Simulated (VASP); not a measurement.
# A VASP study of CoNiP (PBEsol + U): structure first, properties next

Aim: relax CoNiP, then compute properties on the relaxed cell. The steps: full relaxation (PBEsol + U), second relaxation, single point with fields (PBEsol + U), band structure (PBEsol + U), total and projected DOS (PBEsol + U), core-level energies (PBEsol + U) and optical spectrum (PBEsol + U). The start is a computed cell from the Materials Project.

Program: VASP 6.6.1. Level of theory: PBEsol, DFT+U (Co d 3 eV, Ni d 5 eV), spin-polarised from a ferromagnetic start; plane waves and PAW (Co, Ni, P). Results are calculated unless marked as measured.

**1. Starting point**

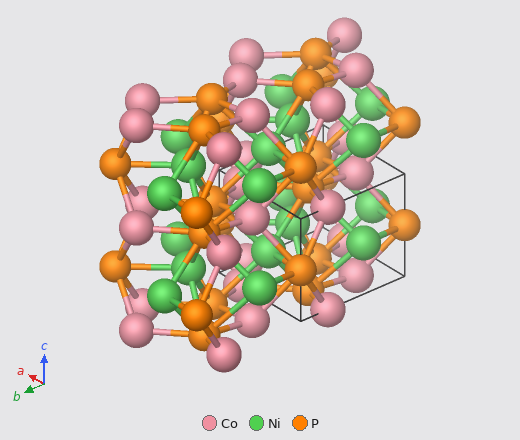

The cell as given, from a free direction (cobalt pink, nickel green, phosphorus orange). 1×2×2 cells are drawn. Some periodic images of atoms are drawn too.

**2. Full relaxation (PBEsol + U)**

The start need not lie at this functional's minimum. ISIF = 3 frees volume, shape and positions, and EDIFFG sets the threshold on forces and stress at which the search stops. PBEsol restores the gradient expansion of exchange and is tuned for the cells of solids. A Hubbard U penalises fractional filling of the localised shell, which semilocal functionals favour.

INCAR reads:

```
SYSTEM = CoNiP
PREC = Accurate
ENCUT = 400
EDIFF = 1E-06
NELM = 100
ISMEAR = 0
SIGMA = 0.05
LREAL = .FALSE.
ALGO = Normal
GGA = PS
NBANDS = 55
ISPIN = 2
MAGMOM = 2 2 2 1 1 1 0 0 0
LDAU = .TRUE.
LDAUTYPE = 2
LDAUL = 2 2 -1
LDAUU = 3 5 0
LDAUJ = 0 0 0
LDAUPRINT = 1
LASPH = .TRUE.
LMAXMIX = 4
LORBIT = 11
LWAVE = .FALSE.
LCHARG = .FALSE.
KPAR = 8
IBRION = 2
NSW = 60
ISIF = 3
EDIFFG = -0.01
```

POSCAR reads:

```
CoNiP
1.0
    5.7471221015      0.0000000000      0.0000000000
   -2.8735610507      4.9771537385      0.0000000000
    0.0000000000      0.0000000000      3.3140309100
Co Ni P
3 3 3
Direct
    0.0000000000      0.7384455100      0.0000000000
    0.2615544900      0.2615544900      0.0000000000
    0.7384455100      0.0000000000      0.0000000000
    0.0000000000      0.3950570200      0.5000000000
    0.6049429800      0.6049429800      0.5000000000
    0.3950570200      0.0000000000      0.5000000000
    0.3333333300      0.6666666700      0.0000000000
    0.6666666700      0.3333333300      0.0000000000
    0.0000000000      0.0000000000      0.5000000000
```

KPOINTS reads:

```
Automatic mesh
0
Gamma
5 5 7
0 0 0
```

PAW data sets: Co, Ni and P (PBE family, release 64).

On the command line:

```bash
$ mpirun -np 8 vasp_std
```

The log of the run:

```text
[banner, memory and clock lines left out]
running    8 mpi-ranks, on    1 nodes
 distrk:  each k-point on    1 cores,    8 groups
 distr:  one band on    1 cores,    1 groups

 POSCAR found type information on POSCAR CoNiP
 POSCAR found :  3 types and       9 ions
|                                                                             |
|           W    W    AA    RRRRR   N    N  II  N    N   GGGG   !!!           |
|           W    W   A  A   R    R  NN   N  II  NN   N  G    G  !!!           |
|           W    W  A    A  R    R  N N  N  II  N N  N  G       !!!           |
|           W WW W  AAAAAA  RRRRR   N  N N  II  N  N N  G  GGG   !            |
|           WW  WW  A    A  R   R   N   NN  II  N   NN  G    G                |
|           W    W  A    A  R    R  N    N  II  N    N   GGGG   !!!           |
|                                                                             |
|     For optimal performance we recommend to set                             |
|       NCORE = 2 up to number-of-cores-per-socket                            |
|     NCORE specifies how many cores store one orbital (NPAR=cpu/NCORE).      |
|     This setting can greatly improve the performance of VASP for DFT.       |
|     The default, NCORE=1 might be grossly inefficient on modern             |
|     multi-core architectures or massively parallel machines. Do your        |
|     Unfortunately you need to use the default for GW and RPA                |
|     calculations (for HF NCORE is supported but not extensively tested      |
|     yet).                                                                   |
|                                                                             |

|                                                                             |
|               ----> ADVICE to this user running VASP <----                  |
|                                                                             |
|     You enforced a specific xc type in the INCAR file but a different       |
|     [... a line on the potential file left out ...]
|     I HOPE YOU KNOW WHAT YOU ARE DOING!                                     |
|                                                                             |

 LDA part: xc-table for (Slater+PW92), standard interpolation
 POSCAR, INCAR and KPOINTS ok, starting setup
 FFT: planning ... GRIDC
 FFT: planning ... GRID_SOFT
 FFT: planning ... GRID
 WAVECAR not read
 entering main loop
       N       E                     dE             d eps       ncg     rms          rms(c)
DAV:   1     0.527480680081E+03    0.52748E+03   -0.25048E+04  4400   0.140E+03
DAV:   2     0.805413348599E+01   -0.51943E+03   -0.48509E+03  4407   0.332E+02
DAV:   3    -0.496318467520E+02   -0.57686E+02   -0.54277E+02  4736   0.132E+02
DAV:   4    -0.516396570545E+02   -0.20078E+01   -0.19933E+01  5095   0.249E+01
DAV:   5    -0.516929786202E+02   -0.53322E-01   -0.53298E-01  5330   0.352E+00    0.343E+01
DAV:   6    -0.565613763397E+02   -0.48684E+01   -0.47222E+01  5237   0.111E+02    0.329E+01
DAV:   7    -0.511319766061E+02    0.54294E+01   -0.36320E+01  5128   0.138E+02    0.214E+01
DAV:   8    -0.479743716264E+02    0.31576E+01   -0.96689E+00  5620   0.660E+01    0.754E+00
DAV:   9    -0.483341005169E+02   -0.35973E+00   -0.27154E+00  5765   0.198E+01    0.369E+00
DAV:  10    -0.483989062304E+02   -0.64806E-01   -0.69105E-01  5187   0.930E+00    0.191E+00
DAV:  11    -0.484068977174E+02   -0.79915E-02   -0.92287E-02  5237   0.469E+00    0.104E+00
DAV:  12    -0.484176563981E+02   -0.10759E-01   -0.28179E-02  5802   0.199E+00    0.501E-01
DAV:  13    -0.484200422644E+02   -0.23859E-02   -0.86944E-03  5245   0.722E-01    0.179E-01
DAV:  14    -0.484203962478E+02   -0.35398E-03   -0.12376E-03  5956   0.306E-01    0.814E-02
DAV:  15    -0.484204470604E+02   -0.50813E-04   -0.21251E-04  5456   0.121E-01    0.366E-02
DAV:  16    -0.484204631006E+02   -0.16040E-04   -0.61111E-05  5662   0.579E-02    0.152E-02
DAV:  17    -0.484204677098E+02   -0.46092E-05   -0.78251E-06  4532   0.227E-02    0.823E-03
DAV:  18    -0.484204694466E+02   -0.17368E-05   -0.36510E-06  3687   0.160E-02    0.393E-03
DAV:  19    -0.484204697865E+02   -0.33992E-06   -0.15574E-06  3165   0.105E-02
   1 F= -.48420470E+02 E0= -.48418780E+02  d E =-.484205E+02  mag=     0.0000
 curvature:   0.00 expect dE= 0.000E+00 dE for cont linesearch  0.000E+00
 trial: gam= 0.00000 g(F)=  0.149E-03 g(S)=  0.103E+01 ort = 0.000E+00 (trialstep = 0.100E+01)
 search vector abs. value=  0.103E+01
 bond charge predicted
       N       E                     dE             d eps       ncg     rms          rms(c)
DAV:   1    -0.637170655580E+02   -0.15297E+02   -0.17170E+02  4772   0.132E+02    0.415E+01
DAV:   2    -0.583181775676E+02    0.53989E+01   -0.10164E+02  4918   0.161E+02    0.258E+01
DAV:   3    -0.515577985041E+02    0.67604E+01   -0.41064E+01  5015   0.136E+02    0.196E+01
DAV:   4    -0.486139268775E+02    0.29439E+01   -0.86711E+00  5720   0.751E+01    0.818E+00
DAV:   5    -0.483381907027E+02    0.27574E+00   -0.32593E+00  5380   0.217E+01    0.408E+00
DAV:   6    -0.482643033301E+02    0.73887E-01   -0.70938E-01  5336   0.884E+00    0.175E+00
DAV:   7    -0.482456357479E+02    0.18668E-01   -0.12584E-01  5232   0.540E+00    0.822E-01
DAV:   8    -0.482469855923E+02   -0.13498E-02   -0.26596E-02  5320   0.233E+00    0.502E-01
DAV:   9    -0.482471127085E+02   -0.12712E-03   -0.60258E-03  5336   0.802E-01    0.146E-01
DAV:  10    -0.482469852457E+02    0.12746E-03   -0.63975E-04  5938   0.369E-01    0.598E-02
DAV:  11    -0.482469972172E+02   -0.11972E-04   -0.42429E-04  4792   0.152E-01    0.398E-02
DAV:  12    -0.482469985925E+02   -0.13753E-05   -0.12848E-05  6880   0.360E-02    0.283E-02
DAV:  13    -0.482469957241E+02    0.28684E-05   -0.69682E-06  4736   0.416E-02    0.129E-02
DAV:  14    -0.482469959482E+02   -0.22408E-06   -0.15409E-06  2838   0.167E-02
   2 F= -.48246996E+02 E0= -.48245188E+02  d E =0.173474E+00  mag=    -0.0000
[... from here on, the cycles between the ionic steps are left out ...]
   3 F= -.48663273E+02 E0= -.48661560E+02  d E =-.242803E+00  mag=     0.0000
   4 F= -.48663334E+02 E0= -.48661619E+02  d E =-.242864E+00  mag=    -0.0000
   5 F= -.48663188E+02 E0= -.48661471E+02  d E =-.242718E+00  mag=    -0.0000
   6 F= -.48671755E+02 E0= -.48669992E+02  d E =-.856709E-02  mag=     0.0000
   7 F= -.48673643E+02 E0= -.48671959E+02  d E =-.104557E-01  mag=    -0.0000
   8 F= -.48673710E+02 E0= -.48672019E+02  d E =-.670660E-04  mag=     0.0000
   9 F= -.48674066E+02 E0= -.48672378E+02  d E =-.423091E-03  mag=     0.0000
  10 F= -.48674065E+02 E0= -.48672376E+02  d E =-.421276E-03  mag=     0.0000
  11 F= -.48673947E+02 E0= -.48672261E+02  d E =-.303913E-03  mag=    -0.0000
  12 F= -.48674056E+02 E0= -.48672369E+02  d E =-.413177E-03  mag=     0.0000
  13 F= -.48674063E+02 E0= -.48672375E+02  d E =-.420126E-03  mag=     0.0000
  14 F= -.48674161E+02 E0= -.48672468E+02  d E =-.977488E-04  mag=     0.0000
  15 F= -.48674200E+02 E0= -.48672501E+02  d E =-.136310E-03  mag=     0.0000
 curvature:  -0.70 expect dE=-0.114E-03 dE for cont linesearch -0.461E-06
 trial: gam= 0.94596 g(F)=  0.160E-04 g(S)=  0.147E-03 ort = 0.855E-05 (trialstep = 0.438E+00)
 search vector abs. value=  0.279E-03
 bond charge predicted
       N       E                     dE             d eps       ncg     rms          rms(c)
DAV:   1    -0.486745126313E+02   -0.31245E-03   -0.93881E-03  5174   0.686E-01    0.169E-01
DAV:   2    -0.486744500889E+02    0.62542E-04   -0.26794E-03  5040   0.735E-01    0.114E-01
DAV:   3    -0.486742810779E+02    0.16901E-03   -0.83428E-04  4978   0.596E-01    0.808E-02
DAV:   4    -0.486742278849E+02    0.53193E-04   -0.19391E-04  5340   0.301E-01    0.317E-02
DAV:   5    -0.486742224846E+02    0.54004E-05   -0.50360E-05  5380   0.614E-02    0.148E-02
DAV:   6    -0.486742202482E+02    0.22364E-05   -0.52335E-06  4162   0.315E-02    0.478E-03
DAV:   7    -0.486742202733E+02   -0.25190E-07   -0.11414E-06  2433   0.797E-03
  16 F= -.48674220E+02 E0= -.48672524E+02  d E =-.205290E-04  mag=    -0.0000
 trial-energy change:   -0.000021  1 .order   -0.000031   -0.000075    0.000012
 step:   0.3087(harm=  0.3769)  dis= 0.00034  next Energy=   -48.674222 (dE=-0.226E-04)
 reached required accuracy - stopping structural energy minimisation
```

The job ended after 5.3 min (8 MPI ranks of Intel Xeon Platinum 8259CL at 2.50GHz (Skylake/Cascade Lake), shared host; peak memory 2.7 GiB; 39 min of CPU time).

The logs omit lines about the potential files and the build; timing stands in the text.

(Continued in part 2 of 8.)

[Lines on the potential files, build, host, timing and source positions are cut from VASP's logs without a mark.]

[Logs are printed without paths, hosts, clocks, repeated set-up lines and the standing remarks that a program may print on its own settings, such as how far it seeks lower states.]

[Hosts, paths, dates, database ids (printed as entryN), source tags and the programs' standing remarks are cut or masked in the printed files.]

[A measured line is paired with the nearest computed mode of its activity, which favours agreement.]
